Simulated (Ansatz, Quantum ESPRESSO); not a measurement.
# MgZrO3 (Pm-3m): zone-centre phonons

Aim: the zone-centre modes of MgZrO3 (Pm-3m).

Program: Quantum ESPRESSO 7.5. Level of theory: DFT LDA, scalar-relativistic, plane waves, GBRV ultrasoft pseudopotentials. Results are calculated unless marked as measured.

The structure was built from a prototype and need not be the compound's stable phase.

### 1. The starting structure

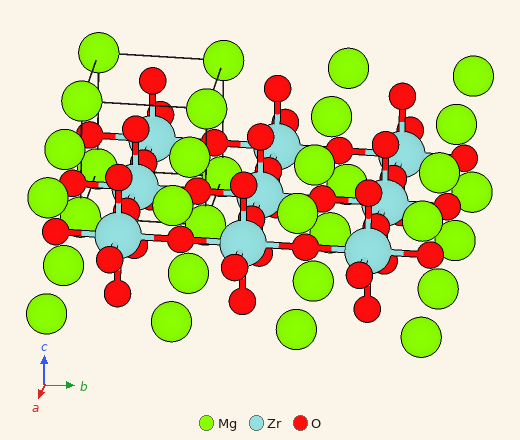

The cell as given, slightly off an axis (magnesium green, zirconium light teal, oxygen red). 3×3×1 cells are drawn. Some periodic images of atoms are drawn too.

As a file:

```
CELL_PARAMETERS angstrom
3.58829 0.00000 0.00000
0.00000 3.58829 0.00000
0.00000 0.00000 3.58829
ATOMIC_POSITIONS crystal
Mg 0.00000 0.00000 0.00000
Zr 0.50000 0.50000 0.50000
O 0.00000 0.50000 0.50000
O 0.50000 0.00000 0.50000
O 0.50000 0.50000 0.00000
```

### 2. A first look

Before anything dear is run, a loose run with smearing shows whether this is a metal and how far the cell is from rest.

Contents of probe.in:

```
&control
   calculation = 'scf'
   prefix = 'x'
   outdir = './tmp'
   pseudo_dir = './pseudo'
   tprnfor = .true.
   tstress = .true.
   verbosity = 'high'
/
&system
   ibrav = 1
   celldm(1) = 6.78088536
   nat = 5
   ntyp = 3
   ecutwfc = 45.0
   ecutrho = 270.0
   occupations = 'smearing'
   smearing = 'gaussian'
   degauss = 0.01
/
&electrons
   conv_thr = 1.0d-07
   mixing_beta = 0.7
   electron_maxstep = 100
/
ATOMIC_SPECIES
 Mg     24.3050  Mg.upf
 Zr     91.2240  Zr.upf
 O      15.9990  O.upf
ATOMIC_POSITIONS crystal
 Mg     0.000000000   0.000000000   0.000000000
 Zr     0.500000000   0.500000000   0.500000000
 O      0.000000000   0.500000000   0.500000000
 O      0.500000000   0.000000000   0.500000000
 O      0.500000000   0.500000000   0.000000000
K_POINTS automatic
 6 6 6 0 0 0
```

Command:

```bash
> OMP_NUM_THREADS=1 mpirun -n 4 pw.x -nk 4 -in probe.in > probe.out
```

Log:

```text
[banners, grids, parts of the stress and lines that vanish by symmetry left out]
Program PWSCF v.7.5
     bravais-lattice index     =            1
     lattice parameter (alat)  =       6.7809  a.u.
[...]
kinetic-energy cutoff     =      45.0000  Ry
     charge density cutoff     =     270.0000  Ry
     scf convergence threshold =      1.0E-07
[...]
Exchange-correlation= SLA  PZ   NOGX NOGC
                           (   1   1   0   0   0   0   0)
[...]
48 Sym. Ops., with inversion, found
[...]
(     0          1          0      )
                  (     0          0          1      )
[...]
(  0.0000000  1.0000000  0.0000000 )
                  (  0.0000000  0.0000000  1.0000000 )
[...]
(     0         -1          0      )
                  (     0          0          1      )
[...]
( -1.0000000  0.0000000  0.0000000 )
                  (  0.0000000  1.0000000  0.0000000 )
[...]
number of k points=    20  Gaussian smearing, width (Ry)=  0.0100
[...]
End of self-consistent calculation
[...]
the Fermi energy is    14.1174 ev
!    total energy              =    -321.27105353 Ry
[...]
convergence has been achieved in   8 iterations
[...]
atom    1 type  1   force =     0.00000000    0.00000000    0.00000000
     atom    2 type  2   force =     0.00000000    0.00000000    0.00000000
     atom    3 type  3   force =     0.00000000    0.00000000    0.00000000
     atom    4 type  3   force =     0.00000000    0.00000000    0.00000000
     atom    5 type  3   force =     0.00000000    0.00000000    0.00000000
[...]
Total force =     0.000000     Total SCF correction =     0.000000
[...]
total   stress  (Ry/bohr**3)                   (kbar)     P=     1323.22
[...]
XML data file, charge density, pseudopotentials, collected wavefunctions

   JOB DONE.
```

Run time: 4 s. Hardware: 4 MPI ranks of Arm Neoverse V2, shared host; 16 s of CPU time.

This step gave:

```
volume per atom   : 9.240 Å³
pressure          : 132.3 GPa
gap on the k-mesh : 0.6566 eV
```

A gap of 0.66 eV opens on this mesh, so the crystal is taken as an insulator; the start stands at 132 GPa.

### 3. Relaxation

The relaxation runs at a cutoff a fifth above that of the response, since stress converges more slowly with the basis than frequencies do. Forces and stress are brought to rest with tight thresholds.

Contents of relax.in:

```
&control
   calculation = 'vc-relax'
   prefix = 'x'
   outdir = './tmp'
   pseudo_dir = './pseudo'
   tprnfor = .true.
   tstress = .true.
   forc_conv_thr = 2.0d-05
   etot_conv_thr = 1.0d-07
   nstep = 40
/
&system
   ibrav = 1
   celldm(1) = 6.78088536
   nat = 5
   ntyp = 3
   ecutwfc = 54
   ecutrho = 324.0
   occupations = 'fixed'
   nbnd = 22
/
&electrons
   conv_thr = 1.0d-11
   mixing_beta = 0.7
   electron_maxstep = 100
/
&ions
/
&cell
   press_conv_thr = 0.2
/
ATOMIC_SPECIES
 Mg     24.3050  Mg.upf
 Zr     91.2240  Zr.upf
 O      15.9990  O.upf
ATOMIC_POSITIONS crystal
 Mg     0.000000000   0.000000000   0.000000000
 Zr     0.500000000   0.500000000   0.500000000
 O      0.000000000   0.500000000   0.500000000
 O      0.500000000   0.000000000   0.500000000
 O      0.500000000   0.500000000   0.000000000
K_POINTS automatic
 6 6 6 0 0 0
```

Command:

```bash
> OMP_NUM_THREADS=1 mpirun -n 4 pw.x -nk 4 -in relax.in > relax.out
```

Log:

```text
[banners, grids, parts of the stress and lines that vanish by symmetry left out]
[banner, memory and clock lines left out]
Program PWSCF v.7.5

[...]
kinetic-energy cutoff     =      54.0000  Ry
     charge density cutoff     =     324.0000  Ry
     scf convergence threshold =      1.0E-11
[...]
energy convergence thresh.=      1.0E-07
     force convergence thresh. =      2.0E-05
     press convergence thresh. =      2.0E-01
     Exchange-correlation= SLA  PZ   NOGX NOGC
                           (   1   1   0   0   0   0   0)
[...]
48 Sym. Ops., with inversion, found
[...]
number of k points=    20
[...]
End of self-consistent calculation
[...]
highest occupied, lowest unoccupied level (ev):    13.7351   14.3921
!    total energy              =    -321.27318302 Ry
[...]
convergence has been achieved in  13 iterations
[...]
atom    1 type  1   force =     0.00000000    0.00000000    0.00000000
     atom    2 type  2   force =     0.00000000    0.00000000    0.00000000
     atom    3 type  3   force =     0.00000000    0.00000000    0.00000000
     atom    4 type  3   force =     0.00000000    0.00000000    0.00000000
     atom    5 type  3   force =     0.00000000    0.00000000    0.00000000
     Total force =     0.000000     Total SCF correction =     0.000000
[...]
total   stress  (Ry/bohr**3)                   (kbar)     P=     1322.27
[...]
number of bfgs steps    =   0
[...]
CELL_PARAMETERS (alat=  6.78088536)
[...]
ATOMIC_POSITIONS (crystal)
Mg               0.0000000000        0.0000000000        0.0000000000
Zr               0.5000000000        0.5000000000        0.5000000000
O                0.0000000000        0.5000000000        0.5000000000
O                0.5000000000        0.0000000000        0.5000000000
[...]
New effective cutoffs (rho, wfc):  248.38   41.43
[...]
End of self-consistent calculation
[...]
highest occupied, lowest unoccupied level (ev):     6.8250    7.4757
!    total energy              =    -321.71665229 Ry
[...]
convergence has been achieved in   9 iterations
[...]
atom    1 type  1   force =     0.00000000    0.00000000    0.00000000
     atom    2 type  2   force =     0.00000000    0.00000000    0.00000000
     atom    3 type  3   force =     0.00000000    0.00000000    0.00000000
     atom    4 type  3   force =     0.00000000    0.00000000    0.00000000
     atom    5 type  3   force =     0.00000000    0.00000000    0.00000000
     Total force =     0.000000     Total SCF correction =     0.000000
[...]
total   stress  (Ry/bohr**3)                   (kbar)     P=      -61.51
[...]
number of bfgs steps    =   1
[...]
CELL_PARAMETERS (alat=  6.78088536)
[...]
ATOMIC_POSITIONS (crystal)
[...]
New effective cutoffs (rho, wfc):  251.94   42.03
[...]
End of self-consistent calculation
[...]
highest occupied, lowest unoccupied level (ev):     7.0683    7.7783
!    total energy              =    -321.71964142 Ry
[...]
convergence has been achieved in  12 iterations
[...]
atom    1 type  1   force =     0.00000000    0.00000000    0.00000000
     atom    2 type  2   force =     0.00000000    0.00000000    0.00000000
     atom    3 type  3   force =     0.00000000    0.00000000    0.00000000
     atom    4 type  3   force =     0.00000000    0.00000000    0.00000000
[...]
Total force =     0.000000     Total SCF correction =     0.000000
[...]
total   stress  (Ry/bohr**3)                   (kbar)     P=      -27.96
[...]
number of bfgs steps    =   2
[...]
CELL_PARAMETERS (alat=  6.78088536)
[...]
ATOMIC_POSITIONS (crystal)
[...]
New effective cutoffs (rho, wfc):  254.89   42.52
[...]
End of self-consistent calculation
[...]
highest occupied, lowest unoccupied level (ev):     7.2710    8.0306
!    total energy              =    -321.72034436 Ry
[...]
convergence has been achieved in  13 iterations
[...]
Total force =     0.000000     Total SCF correction =     0.000000
[...]
total   stress  (Ry/bohr**3)                   (kbar)     P=        1.79
[...]
number of bfgs steps    =   3
[...]
CELL_PARAMETERS (alat=  6.78088536)
[...]
ATOMIC_POSITIONS (crystal)
[...]
New effective cutoffs (rho, wfc):  254.71   42.49
[...]
End of self-consistent calculation
[...]
highest occupied, lowest unoccupied level (ev):     7.2589    8.0154
!    total energy              =    -321.72034711 Ry
[...]
convergence has been achieved in   8 iterations
[...]
Total force =     0.000000     Total SCF correction =     0.000000
[...]
total   stress  (Ry/bohr**3)                   (kbar)     P=       -0.05
[...]
number of bfgs steps    =   4
[...]
small trust_radius: resetting bfgs history
[...]
CELL_PARAMETERS (alat=  6.78088536)
[...]
ATOMIC_POSITIONS (crystal)
[...]
New effective cutoffs (rho, wfc):  254.71   42.49
[...]
End of self-consistent calculation
[...]
highest occupied, lowest unoccupied level (ev):     7.2591    8.0158
!    total energy              =    -321.72034711 Ry
[...]
convergence has been achieved in   5 iterations
[...]
atom    3 type  3   force =     0.00000000    0.00000000    0.00000000
     atom    4 type  3   force =     0.00000000    0.00000000    0.00000000
     atom    5 type  3   force =     0.00000000    0.00000000    0.00000000
     Total force =     0.000000     Total SCF correction =     0.000000
[...]
total   stress  (Ry/bohr**3)                   (kbar)     P=       -0.01
[...]
bfgs converged in   6 scf cycles and   5 bfgs steps
[...]
End of BFGS Geometry Optimization
     Final enthalpy           =    -321.7203471088 Ry
     File ./tmp/x.bfgs deleted, as requested
[...]
CELL_PARAMETERS (alat=  6.78088536)
[...]
ATOMIC_POSITIONS (crystal)
[...]
O                0.5000000000        0.0000000000        0.5000000000
O                0.5000000000        0.5000000000        0.0000000000
[...]
Final scf calculation at the relaxed structure.
[...]
kinetic-energy cutoff     =      54.0000  Ry
     charge density cutoff     =     324.0000  Ry
     scf convergence threshold =      1.0E-13
[...]
press convergence thresh. =      2.0E-01
     Exchange-correlation= SLA  PZ   NOGX NOGC
                           (   1   1   0   0   0   0   0)
[...]
48 Sym. Ops., with inversion, found
[...]
number of k points=    20
[...]
End of self-consistent calculation
[...]
highest occupied, lowest unoccupied level (ev):     7.2581    8.0154
!    total energy              =    -321.72222396 Ry
[...]
convergence has been achieved in  16 iterations
[...]
atom    1 type  1   force =     0.00000000    0.00000000    0.00000000
     atom    2 type  2   force =     0.00000000    0.00000000    0.00000000
     atom    3 type  3   force =     0.00000000    0.00000000    0.00000000
     atom    4 type  3   force =     0.00000000    0.00000000    0.00000000
     atom    5 type  3   force =     0.00000000    0.00000000    0.00000000
     Total force =     0.000000     Total SCF correction =     0.000000
[...]
total   stress  (Ry/bohr**3)                   (kbar)     P=       -1.58
[...]
XML data file, charge density, pseudopotentials, collected wavefunctions
```

Run time: 33 s. Hardware: 4 MPI ranks.

Step by step:

```csv
step,energy less that of the first step (eV),largest force (eV/Å),pressure (GPa),volume (Å³)
1,0.0000,0.0000,132.23,46.20
2,-6.0337,0.0000,-6.15,68.74
3,-6.0744,0.0000,-2.80,67.28
4,-6.0839,0.0000,0.18,66.12
5,-6.0840,0.0000,-0.01,66.19
6,-6.0840,0.0000,0.00,66.19
7,-6.1095,0.0000,-0.16,66.19
```

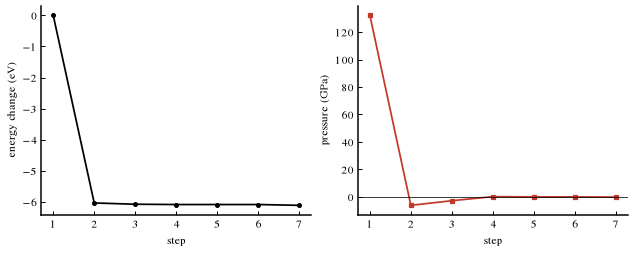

Energy and pressure along the relaxation.

```csv
cell as run,before,after,change
a (Å),3.588,4.045,+12.7 %
b (Å),3.588,4.045,+12.7 %
c (Å),3.588,4.045,+12.7 %
volume (Å³/atom),9.24,13.24,+43.3 %
```

Final coordinates:

```
Mg Zr O
1.0
     4.04507    0.00000    0.00000
     0.00000    4.04507    0.00000
     0.00000    0.00000    4.04507
Mg Zr O
1 1 3
Direct
  0.00000 0.00000 0.00000
  0.50000 0.50000 0.50000
  0.00000 0.50000 0.50000
  0.50000 0.00000 0.50000
  0.50000 0.50000 0.00000
```

The last row of the table of steps is pw.x's closing run on a basis chosen anew for the final cell, so its energy can jump.

This step gave:

- volume per atom: 13.24 Å³
- pressure: -0.158 GPa
- gap on the k-mesh: 0.7573 eV

The volume changes by +43.3 % from the cell with which this run began.

### 4. Relaxing the cell and atoms

A variable-cell run keeps the plane waves of its start, so its end shows a stress on a fresh basis; a second run from that cell removes it.

relax.in: that of step 3 with these lines changed.

```diff
@@ -13,3 +13,3 @@
    ibrav = 1
-   celldm(1) = 6.78088536
+   celldm(1) = 7.64408261
    nat = 5
```

Log:

```text
[banners, grids, parts of the stress and lines that vanish by symmetry left out]
[banner, memory and clock lines left out]
Program PWSCF v.7.5

[...]
kinetic-energy cutoff     =      54.0000  Ry
     charge density cutoff     =     324.0000  Ry
     scf convergence threshold =      1.0E-11
[...]
energy convergence thresh.=      1.0E-07
     force convergence thresh. =      2.0E-05
     press convergence thresh. =      2.0E-01
     Exchange-correlation= SLA  PZ   NOGX NOGC
                           (   1   1   0   0   0   0   0)
[...]
48 Sym. Ops., with inversion, found
[...]
number of k points=    20
[...]
End of self-consistent calculation
[...]
highest occupied, lowest unoccupied level (ev):     7.2581    8.0154
!    total energy              =    -321.72222396 Ry
[...]
convergence has been achieved in  13 iterations
[...]
atom    1 type  1   force =     0.00000000    0.00000000    0.00000000
     atom    2 type  2   force =     0.00000000    0.00000000    0.00000000
     atom    3 type  3   force =     0.00000000    0.00000000    0.00000000
     atom    4 type  3   force =     0.00000000    0.00000000    0.00000000
     atom    5 type  3   force =     0.00000000    0.00000000    0.00000000
     Total force =     0.000000     Total SCF correction =     0.000000
[...]
total   stress  (Ry/bohr**3)                   (kbar)     P=       -1.58
[...]
number of bfgs steps    =   0
[...]
CELL_PARAMETERS (alat=  7.64408261)
[...]
ATOMIC_POSITIONS (crystal)
Mg               0.0000000000        0.0000000000        0.0000000000
Zr               0.5000000000        0.5000000000        0.5000000000
O                0.0000000000        0.5000000000        0.5000000000
O                0.5000000000        0.0000000000        0.5000000000
[...]
New effective cutoffs (rho, wfc):  323.12   54.02
[...]
End of self-consistent calculation
[...]
highest occupied, lowest unoccupied level (ev):     7.2676    8.0271
!    total energy              =    -321.72222607 Ry
[...]
convergence has been achieved in   7 iterations
[...]
atom    1 type  1   force =     0.00000000    0.00000000    0.00000000
     atom    2 type  2   force =     0.00000000    0.00000000    0.00000000
     atom    3 type  3   force =     0.00000000    0.00000000    0.00000000
     atom    4 type  3   force =     0.00000000    0.00000000    0.00000000
     atom    5 type  3   force =     0.00000000    0.00000000    0.00000000
     Total force =     0.000000     Total SCF correction =     0.000000
[...]
total   stress  (Ry/bohr**3)                   (kbar)     P=       -0.15
[...]
number of bfgs steps    =   1
[...]
CELL_PARAMETERS (alat=  7.64408261)
[...]
ATOMIC_POSITIONS (crystal)
[...]
New effective cutoffs (rho, wfc):  323.14   54.03
[...]
End of self-consistent calculation
[...]
highest occupied, lowest unoccupied level (ev):     7.2686    8.0284
!    total energy              =    -321.72222609 Ry
[...]
convergence has been achieved in   6 iterations
[...]
atom    1 type  1   force =     0.00000000    0.00000000    0.00000000
     atom    2 type  2   force =     0.00000000    0.00000000    0.00000000
     atom    3 type  3   force =     0.00000000    0.00000000    0.00000000
     atom    4 type  3   force =     0.00000000    0.00000000    0.00000000
     atom    5 type  3   force =     0.00000000    0.00000000    0.00000000
     Total force =     0.000000     Total SCF correction =     0.000000
[...]
total   stress  (Ry/bohr**3)                   (kbar)     P=        0.00
[...]
bfgs converged in   3 scf cycles and   2 bfgs steps
[...]
End of BFGS Geometry Optimization
     Final enthalpy           =    -321.7222260931 Ry
     File ./tmp/x.bfgs deleted, as requested
[...]
CELL_PARAMETERS (alat=  7.64408261)
[...]
ATOMIC_POSITIONS (crystal)
[...]
O                0.5000000000        0.0000000000        0.5000000000
O                0.5000000000        0.5000000000        0.0000000000
[...]
Final scf calculation at the relaxed structure.
[...]
kinetic-energy cutoff     =      54.0000  Ry
     charge density cutoff     =     324.0000  Ry
     scf convergence threshold =      1.0E-13
[...]
press convergence thresh. =      2.0E-01
     Exchange-correlation= SLA  PZ   NOGX NOGC
                           (   1   1   0   0   0   0   0)
[...]
48 Sym. Ops., with inversion, found
[...]
number of k points=    20
[...]
End of self-consistent calculation
[...]
highest occupied, lowest unoccupied level (ev):     7.2686    8.0284
!    total energy              =    -321.72222205 Ry
[...]
convergence has been achieved in  14 iterations
[...]
atom    1 type  1   force =     0.00000000    0.00000000    0.00000000
     atom    2 type  2   force =     0.00000000    0.00000000    0.00000000
     atom    3 type  3   force =     0.00000000    0.00000000    0.00000000
     atom    4 type  3   force =     0.00000000    0.00000000    0.00000000
     atom    5 type  3   force =     0.00000000    0.00000000    0.00000000
     Total force =     0.000000     Total SCF correction =     0.000000
[...]
total   stress  (Ry/bohr**3)                   (kbar)     P=       -0.00
[...]
XML data file, charge density, pseudopotentials, collected wavefunctions
```

Wall time 27 s (4 MPI ranks); 1.8 min of CPU time.

Little changed from the start: no atom moved by 0.005 Å and no cell edge by 0.1 %.

The last row of the table of steps is pw.x's closing run on a basis chosen anew for the final cell, so its energy can jump.

This step gave:

- volume per atom: 13.23 Å³
- pressure: 0 GPa
- gap on the k-mesh: 0.7598 eV

### 5. Ground state

The response is built on this ground state, so it is converged far tighter than an energy would need. With a gap, occupations are fixed, which also allows the response to an electric field.

Contents of scf.in:

```
&control
   calculation = 'scf'
   prefix = 'x'
   outdir = './tmp'
   pseudo_dir = './pseudo'
   tprnfor = .true.
   tstress = .true.
/
&system
   ibrav = 1
   celldm(1) = 7.64181792
   nat = 5
   ntyp = 3
   ecutwfc = 45.0
   ecutrho = 270.0
   occupations = 'fixed'
   nbnd = 22
/
&electrons
   conv_thr = 1.0d-12
   mixing_beta = 0.7
   electron_maxstep = 100
/
ATOMIC_SPECIES
 Mg     24.3050  Mg.upf
 Zr     91.2240  Zr.upf
 O      15.9990  O.upf
ATOMIC_POSITIONS crystal
 Mg     0.000000000   0.000000000   0.000000000
 Zr     0.500000000   0.500000000   0.500000000
 O      0.000000000   0.500000000   0.500000000
 O      0.500000000   0.000000000   0.500000000
 O      0.500000000   0.500000000   0.000000000
K_POINTS automatic
 6 6 6 0 0 0
```

Command:

```bash
> OMP_NUM_THREADS=1 mpirun -n 4 pw.x -nk 4 -in scf.in > scf.out
```

Log:

```text
[banners, grids, parts of the stress and lines that vanish by symmetry left out]
[banner, memory and clock lines left out]
Program PWSCF v.7.5

[...]
kinetic-energy cutoff     =      45.0000  Ry
     charge density cutoff     =     270.0000  Ry
     scf convergence threshold =      1.0E-12
[...]
Exchange-correlation= SLA  PZ   NOGX NOGC
                           (   1   1   0   0   0   0   0)
[...]
48 Sym. Ops., with inversion, found
[...]
number of k points=    20
[...]
End of self-consistent calculation
[...]
highest occupied, lowest unoccupied level (ev):     7.2694    8.0286
!    total energy              =    -321.72057610 Ry
[...]
convergence has been achieved in  14 iterations
[...]
atom    1 type  1   force =     0.00000000    0.00000000    0.00000000
     atom    2 type  2   force =     0.00000000    0.00000000    0.00000000
     atom    3 type  3   force =     0.00000000    0.00000000    0.00000000
     atom    4 type  3   force =     0.00000000    0.00000000    0.00000000
     atom    5 type  3   force =     0.00000000    0.00000000    0.00000000
     Total force =     0.000000     Total SCF correction =     0.000000
[...]
total   stress  (Ry/bohr**3)                   (kbar)     P=        0.70
[...]
XML data file, charge density, pseudopotentials, collected wavefunctions
```

It took 8.2 s on 4 MPI ranks; 32 s of CPU time.

Numbers from this step:

| Quantity | Value |
| --- | --- |
| pressure | 0.07000 GPa |
| gap on the k-mesh | 0.7592 eV |

The cell stands at 0.070 GPa, close enough for phonons.

(Part 1 of 3 ends here.)

[Host names and launcher messages were left out of these logs when they were recorded.]

[Logs are printed without paths, hosts, clocks, repeated set-up lines and the standing remarks that a program may print on its own settings, such as how far it seeks lower states.]

[Hosts, paths, dates, database ids (printed as entryN), source tags and the programs' standing remarks are cut or masked in the printed files.]
